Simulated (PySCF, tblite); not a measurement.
# Sn28H42: electronic excitations

Aim: compute the electronic excitations of Sn28H42.

Computed with tblite 0.8.0 and PySCF 2.14.0 and routines of our own; the level stands in each step. Atoms count from 0.

### Step 1. The starting structure

70 atoms, charge 0, multiplicity 1; geometry from: force field, distance geometry or constructed start.

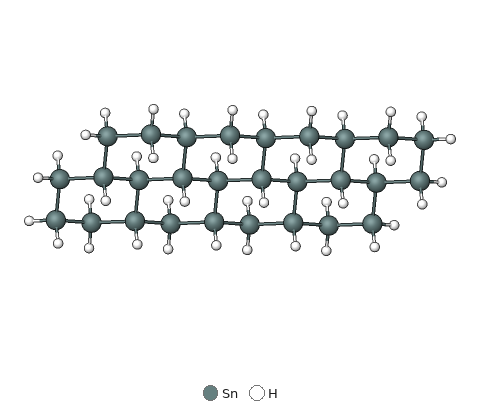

The starting geometry (tin teal, hydrogen white); sticks join atoms by distance alone.

### Step 2. Geometry optimisation with GFN1-xTB

Job settings and geometry (Å):

```
{"job": {"kind": "relax", "xc": "GFN1-xTB", "basis": "xTB"}, "charge": 0, "multiplicity": 1}
Sn    -3.439400     3.312500    -0.451600
Sn    -5.743700     4.642600     0.443100
Sn    -8.031500     3.312000    -0.449000
Sn    -8.037400     0.667300     0.443800
Sn    -5.741500    -0.664100    -0.446600
Sn    -3.447600     0.662400     0.447400
Sn     5.740600     3.316000    -0.453300
Sn     3.447700     4.642700     0.451500
Sn     1.150800     3.312200    -0.450400
Sn     1.145300     0.662100     0.451600
Sn     3.442200    -0.664100    -0.452100
Sn     5.738000     0.660900     0.450000
Sn   -10.336300    -0.662200    -0.445000
Sn   -10.330700    -3.314900     0.447300
Sn    -8.038900    -4.634900    -0.449800
Sn    -5.742400    -3.313700     0.456300
Sn    10.333300     3.316200    -0.449100
Sn     8.035600     4.636600     0.449000
Sn     8.036100    -0.661100    -0.447500
Sn    10.335700     0.663800     0.452700
Sn    -1.150400     4.643800     0.451500
Sn    -1.149000    -0.661400    -0.450200
Sn    -1.144700    -3.309700     0.456600
Sn     1.143900    -4.644300    -0.451500
Sn     3.444800    -3.311700     0.450900
Sn     5.734400    -4.640900    -0.447500
Sn     8.037400    -3.312000     0.449300
Sn    -3.444900    -4.639400    -0.448800
H     -3.443700     3.314700    -2.172000
H     -5.739400     4.640400     2.173400
H     -5.736900     6.263500    -0.120800
H     -8.038600     3.315600    -2.169800
H     -9.443100     4.125800     0.117800
H     -8.034600     0.661600     2.173700
H     -5.739300    -0.661100    -2.173300
H     -3.443800     0.665100     2.167100
H      5.739700     3.314400    -2.174100
H      3.445200     4.642500     2.167400
H      3.445400     6.259000    -0.119800
H      1.143300     3.317700    -2.168800
H      1.148000     0.660600     2.173800
H      3.450200    -0.668500    -2.166300
H      5.745400     0.663900     2.166400
H    -10.330300    -0.663400    -2.171800
H    -11.742000     0.150300     0.122100
H    -10.334800    -3.312700     2.166600
H    -11.735900    -4.125600    -0.120300
H     -8.037000    -4.637400    -2.167700
H     -8.035100    -6.262500     0.119900
H     -5.738600    -3.313600     2.172000
H     10.332000     3.307000    -2.166900
H     11.744900     4.127000     0.119400
H      8.036300     4.639600     2.170100
H      8.033300     6.261300    -0.122700
H      8.037400    -0.663800    -2.168500
H     10.332400     0.665900     2.170600
H     11.744900    -0.154300    -0.121600
H     -1.145400     4.647600     2.169300
H     -1.148000     6.262200    -0.115700
H     -1.149000    -0.660900    -2.171000
H     -1.151900    -3.313400     2.171500
H      1.152000    -4.640300    -2.171900
H      1.149800    -6.262200     0.120500
H      3.444100    -3.310800     2.171100
H      5.746200    -4.636700    -2.168000
H      5.735600    -6.261100     0.121000
H      8.039100    -3.311200     2.168800
H      9.444600    -4.127400    -0.113800
H     -3.448300    -4.645300    -2.175000
H     -3.447000    -6.266300     0.125600
```

Launch:

```
> OMP_NUM_THREADS=4 python large_run.py task.json out
```

The driver reads the jobs from task.json and runs them one after another.

What it wrote:

```text
step      E/eV     max force
  0   -2539.74555    0.867
  1   -2539.95769    0.629
  2   -2540.45972    0.574
  3   -2540.61753    0.618
  4   -2541.02280    0.532
  5   -2541.16011    0.324
  6   -2541.21686    0.297
  7   -2541.25755    0.284
  8   -2541.33226    0.385
  9   -2541.43123    0.520
 10   -2541.53569    0.481
 11   -2541.61595    0.420
 12   -2541.68305    0.363
 13   -2541.74585    0.387
 14   -2541.80329    0.401
 15   -2541.84862    0.323
 16   -2541.87416    0.173
 17   -2541.88868    0.145
 18   -2541.90515    0.176
 19   -2541.92742    0.239
 20   -2541.95731    0.308
 21   -2541.99109    0.329
 22   -2542.02258    0.246
 23   -2542.04969    0.273
 24   -2542.07838    0.297
 25   -2542.11804    0.363
 26   -2542.16785    0.536
 27   -2542.21934    0.560
 28   -2542.26427    0.450
 29   -2542.29700    0.365
 30   -2542.32721    0.297
 31   -2542.35449    0.286
 32   -2542.37634    0.244
 33   -2542.39237    0.225
 34   -2542.40610    0.207
 35   -2542.41936    0.183
 36   -2542.43083    0.165
 37   -2542.43950    0.183
 38   -2542.44616    0.153
 39   -2542.45183    0.125
 40   -2542.45688    0.108
 41   -2542.46216    0.134
 42   -2542.46908    0.172
 43   -2542.47929    0.209
 44   -2542.49355    0.251
 45   -2542.51052    0.258
 46   -2542.52796    0.236
 47   -2542.54304    0.170
 48   -2542.55390    0.147
 49   -2542.56272    0.121
 50   -2542.57016    0.122
 51   -2542.57835    0.150
 52   -2542.58864    0.151
 53   -2542.60058    0.168
 54   -2542.61251    0.190
 55   -2542.62343    0.162
 56   -2542.63256    0.150
 57   -2542.63976    0.131
 58   -2542.64580    0.178
 59   -2542.65220    0.157
 60   -2542.66147    0.169
 61   -2542.67112    0.156
 62   -2542.68048    0.164
 63   -2542.68806    0.191
 64   -2542.69544    0.166
 65   -2542.70312    0.124
 66   -2542.71044    0.112
 67   -2542.71611    0.114
 68   -2542.72040    0.111
 69   -2542.72426    0.081
 70   -2542.72762    0.083
 71   -2542.73013    0.082
 72   -2542.73221    0.068
 73   -2542.73458    0.077
 74   -2542.73750    0.098
 75   -2542.74069    0.088
 76   -2542.74348    0.080
 77   -2542.74574    0.058
 78   -2542.74775    0.058
 79   -2542.74979    0.077
 80   -2542.75202    0.087
 81   -2542.75460    0.094
 82   -2542.75733    0.087
 83   -2542.75983    0.085
 84   -2542.76209    0.085
 85   -2542.76444    0.082
 86   -2542.76701    0.086
 87   -2542.76934    0.083
 88   -2542.77107    0.064
 89   -2542.77240    0.056
 90   -2542.77365    0.046
 91   -2542.77483    0.043
 92   -2542.77589    0.049
 93   -2542.77698    0.065
 94   -2542.77846    0.076
 95   -2542.78049    0.077
 96   -2542.78263    0.078
 97   -2542.78417    0.056
 98   -2542.78507    0.041
 99   -2542.78571    0.039
100   -2542.78629    0.039
101   -2542.78682    0.035
102   -2542.78728    0.035
103   -2542.78773    0.030
104   -2542.78820    0.031
105   -2542.78869    0.034
106   -2542.78918    0.032
107   -2542.78969    0.036
108   -2542.79019    0.034
109   -2542.79062    0.031
110   -2542.79094    0.028
111   -2542.79118    0.023
112   -2542.79138    0.019
```

Run time: 16 s. Hardware: 4 threads of Arm Neoverse V2, shared host; peak memory 0.14 GiB.

Along the way:

```tsv
step	energy from step 0 (eV)	largest force (eV/Å)
0	0.0000	0.8669
1	-0.2121	0.6286
2	-0.7142	0.5741
3	-0.8720	0.6181
4	-1.2773	0.5318
5	-1.4146	0.3239
6	-1.4713	0.2969
7	-1.5120	0.2837
8	-1.5867	0.3844
17	-2.1431	0.1445
26	-2.4223	0.5355
35	-2.6738	0.1823
44	-2.7480	0.2511
53	-2.8550	0.1677
62	-2.9349	0.1649
71	-2.9846	0.0821
80	-3.0065	0.0871
89	-3.0268	0.0568
98	-3.0395	0.0409
108	-3.0446	0.0340
109	-3.0451	0.0306
110	-3.0454	0.0281
111	-3.0456	0.0224
112	-3.0458	0.0189
```

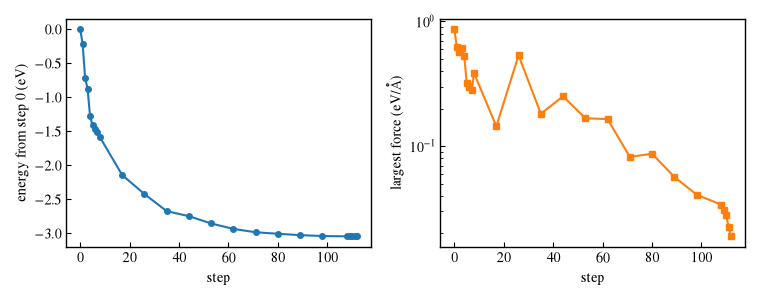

Energy and force, step by step.

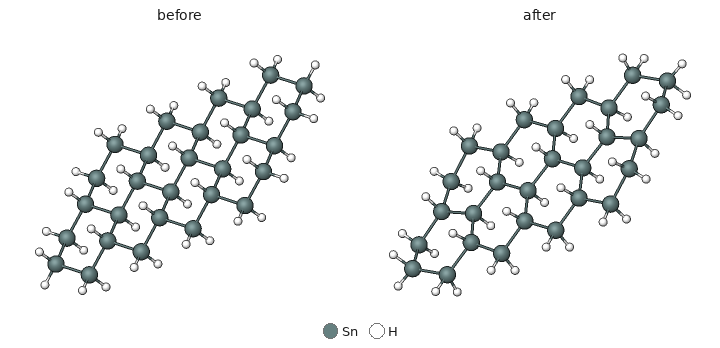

Before and after, at one scale.

Close pairs (by a distance rule), those that changed most:

```tsv
bond	before (Å)	after (Å)	change (Å)
Sn18–Sn19	2.802	2.836	+0.033
Sn3–Sn12	2.800	2.833	+0.033
Sn13–Sn14	2.793	2.825	+0.032
Sn1–Sn2	2.793	2.824	+0.031
Sn6–Sn17	2.797	2.824	+0.027
Sn12–Sn13	2.799	2.826	+0.027
Sn16–Sn17	2.798	2.825	+0.027
Sn16–Sn19	2.802	2.827	+0.026
```

The end geometry stands in the next job.

### Step 3. Electronic excitations: TDDFT PBE/def2-SVP

Job settings and geometry (Å):

```
{"job": {"kind": "uv", "basis": "def2-SVP", "grid": 1, "kgrid": 0, "vcut": null, "nstates": 6, "ntriplets": 2, "tda": false, "delta": ["ip_vertical"], "pop": true, "xc": "PBE"}, "charge": 0, "multiplicity": 1}
Sn    -3.815844     3.527483    -0.081602
Sn    -6.296128     4.776407     0.397736
Sn    -8.513563     3.242954    -0.442443
Sn    -8.647727     0.498661     0.125962
Sn    -6.056045    -0.528298    -0.234620
Sn    -3.598656     0.755005     0.275000
Sn     5.706777     3.241851    -0.149115
Sn     3.424191     4.799832     0.424950
Sn     0.993271     3.478847    -0.104809
Sn     1.222012     0.698072     0.227188
Sn     3.593246    -0.749508    -0.275168
Sn     6.076631     0.485774     0.234219
Sn   -11.028378    -0.929101    -0.440987
Sn   -10.612552    -3.578161     0.449985
Sn    -8.122572    -4.663365    -0.325245
Sn    -5.703905    -3.285006     0.150226
Sn    10.596267     3.603255    -0.447610
Sn     8.097453     4.667358     0.329435
Sn     8.676667    -0.523678    -0.129100
Sn    11.028173     0.954633     0.442309
Sn    -1.400877     4.874945     0.451473
Sn    -1.208114    -0.663370    -0.221990
Sn    -0.989412    -3.445374     0.112291
Sn     1.383607    -4.869160    -0.448850
Sn     3.796943    -3.522982     0.084092
Sn     6.276860    -4.772041    -0.399719
Sn     8.515632    -3.267675     0.432474
Sn    -3.397290    -4.805328    -0.431562
H     -3.673211     3.606157    -1.796357
H     -6.259718     5.024486     2.088840
H     -6.121269     6.429056    -0.030112
H     -8.470765     3.633014    -2.106183
H     -9.748868     4.356443    -0.017799
H     -8.614556     0.722703     1.834557
H     -6.000290    -0.562990    -1.955206
H     -3.613050     0.689281     1.996239
H      5.864099     3.416793    -1.857161
H      3.627441     5.159931     2.083820
H      3.746989     6.385538    -0.146610
H      1.116705     3.598215    -1.820185
H      1.253571     0.648299     1.948917
H      3.625070    -0.694296    -1.996452
H      6.027730     0.528104     1.954863
H    -11.118873    -0.629944    -2.125050
H    -12.211595     0.235200     0.009043
H    -10.945622    -3.241708     2.096127
H    -12.190730    -4.133728     0.054745
H     -8.605617    -4.953622    -1.942233
H     -8.522023    -6.223516     0.268048
H     -5.862002    -3.450034     1.859116
H     10.916725     3.262745    -2.095054
H     12.182877     4.144991    -0.065590
H      8.581714     4.960087     1.945423
H      8.490891     6.231399    -0.258786
H      8.642629    -0.737870    -1.838842
H     11.106702     0.666104     2.129068
H     12.234569    -0.195458     0.014442
H     -1.234873     5.229305     2.116387
H     -1.153438     6.486222    -0.089215
H     -1.221684    -0.631150    -1.944723
H     -1.118009    -3.584724     1.825558
H      1.216187    -5.228436    -2.111494
H      1.137937    -6.476322     0.099681
H      3.665879    -3.614743     1.799575
H      6.251622    -5.018736    -2.090686
H      6.108770    -6.426883     0.021772
H      8.474854    -3.644644     2.098285
H      9.744730    -4.389684     0.014951
H     -3.602100    -5.158380    -2.092705
H     -3.711558    -6.395577     0.133371
```

With the program's defaults for keys left out, this is: TDDFT PBE/def2-SVP, vertical, gas phase, core orbitals frozen in the response.

What it wrote:

```text
start: PBE on a coarse grid of 309323 points
cycle   1  E = -5795.6295080392  dE = -4.601e+02  |g| = 2.070e+01  |ddm| = 5.413e+01
cycle   2  E = -152.9872063766  dE =  5.643e+03  |g| = 4.256e+01  |ddm| = 8.173e+02
cycle   3  E = -4182.5381655341  dE = -4.030e+03  |g| = 3.479e+01  |ddm| = 9.182e+02
cycle   4  E = -5019.9596702998  dE = -8.374e+02  |g| = 2.621e+01  |ddm| = 4.324e+02
cycle   5  E = -5311.1847246803  dE = -2.912e+02  |g| = 2.551e+01  |ddm| = 1.453e+02
cycle   6  E = -5994.3526645698  dE = -6.832e+02  |g| = 7.996e+00  |ddm| = 8.885e+01
cycle   7  E = -5264.7370896788  dE =  7.296e+02  |g| = 2.789e+01  |ddm| = 5.090e+02
cycle   8  E = -5795.1508640321  dE = -5.304e+02  |g| = 2.008e+01  |ddm| = 4.370e+02
cycle   9  E = -5888.4581978911  dE = -9.331e+01  |g| = 1.567e+01  |ddm| = 7.575e+01
cycle  10  E = -5926.5868750987  dE = -3.813e+01  |g| = 1.248e+01  |ddm| = 2.183e+01
cycle  11  E = -5775.6067203840  dE =  1.510e+02  |g| = 1.537e+01  |ddm| = 1.283e+02
...
cycle  34  E = -6025.6532477876  dE = -9.142e-02  |g| = 3.915e-01  |ddm| = 1.945e+00
cycle  35  E = -6025.7342675764  dE = -8.102e-02  |g| = 7.722e-02  |ddm| = 8.616e-01
cycle  36  E = -6025.7377247295  dE = -3.457e-03  |g| = 3.985e-02  |ddm| = 2.884e-01
cycle  37  E = -6025.7383133927  dE = -5.887e-04  |g| = 1.834e-02  |ddm| = 1.134e-01
cycle  38  E = -6025.7384675355  dE = -1.541e-04  |g| = 7.936e-03  |ddm| = 5.184e-02
cycle  39  E = -6025.7384979352  dE = -3.040e-05  |g| = 2.206e-03  |ddm| = 2.047e-02
cycle  40  E = -6025.7384999411  dE = -2.006e-06  |g| = 6.011e-04  |ddm| = 5.213e-03
cycle  41  E = -6025.7385015584  dE = -1.617e-06  |g| = 2.912e-04  |ddm| = 1.660e-03
cycle  42  E = -6025.7384994757  dE =  2.083e-06  |g| = 1.243e-04  |ddm| = 7.981e-04
cycle  43  E = -6025.7385009159  dE = -1.440e-06  |g| = 3.236e-05  |ddm| = 3.051e-04
converged SCF energy = -6025.7385009159
Vertical ionisation energy (delta-SCF) = 6.7626 eV   <S^2> = 0.751

Static polarisability (au): isotropic 1979.122, principal 733.723 1846.637 3357.007

Singlet excitations
state   eV       nm        f      main configurations
  1   1.8242    679.7   0.00259   H-1->L 0.99
  2   1.8572    667.6   0.76481   H->L 0.92
  3   2.0288    611.1   0.14954   H-2->L 0.94
  4   2.1298    582.1   0.06942   H-3->L 0.96
  5   2.1913    565.8   0.00054   H-4->L 0.56, H-5->L 0.38
  6   2.2076    561.6   0.00007   H-5->L 0.47, H-4->L 0.37, H->L+1 0.13

Triplet excitations (Tamm-Dancoff, eV): 1.6061 1.7664
```

Wall time 2.2 min (4 threads of Arm Neoverse V2, shared host); peak memory 3.1 GiB.

The orbitals next to the gap, with their largest atomic shares:

```tsv
orbital	eV	atoms
HOMO−4	-6.25	Sn0 10 %, Sn24 10 %, Sn1 8 %
HOMO−3	-6.22	Sn26 6 %, Sn16 6 %, Sn2 6 %
HOMO−2	-6.01	Sn24 7 %, Sn0 6 %, Sn8 6 %
HOMO−1	-5.93	Sn20 6 %, Sn23 6 %, Sn0 5 %
HOMO	-5.78	Sn1 5 %, Sn25 5 %, Sn3 5 %
LUMO	-4.13	Sn9 6 %, Sn21 6 %, Sn10 6 %
LUMO+1	-3.48	Sn15 6 %, Sn6 5 %, Sn20 5 %
LUMO+2	-3.40	Sn21 6 %, Sn9 6 %, Sn11 5 %
LUMO+3	-3.23	Sn0 5 %, Sn8 5 %, Sn22 5 %
```

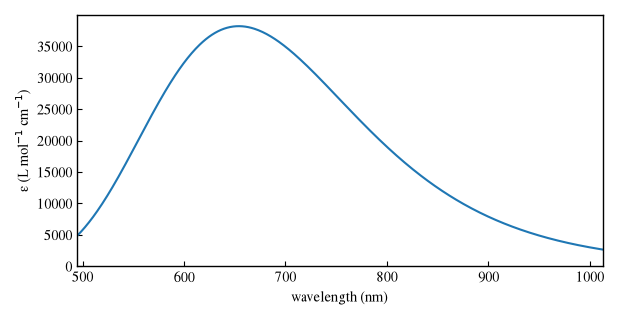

Absorption spectrum: each of the 6 states is a Gaussian band of 0.4 eV half-width at 1/e. Beyond the last state computed it falls off for lack of states.

Ground-state properties from the same run:

```tsv
property	computed
dipole moment (D)	0.15
polarisability (Å³)	293.28
HOMO–LUMO gap (eV)	1.65
−ε(HOMO) (eV)	5.78
```

### Step 4. Summary of results

| quantity | value |
| --- | --- |
| lowest singlet (PBE/def2-SVP) | 1.82 eV (680 nm), f = 0.003 |
| brightest single state of those computed | state 2, 1.86 eV, f = 0.765 |
| lowest triplet | 1.61 eV |

**Reading.** The first singlet state (HOMO−1→LUMO 0.99) lies at 1.82 eV and is weak; of the 6 states computed, the strongest absorption comes from state 2 at 1.86 eV. State 2 absorbs in the visible (668 nm). The lowest triplet lies 0.22 eV below the lowest singlet (triplets in Tamm-Dancoff, singlets in full TDDFT). Spin-orbit coupling, left out, mixes singlets and triplets in elements this heavy.
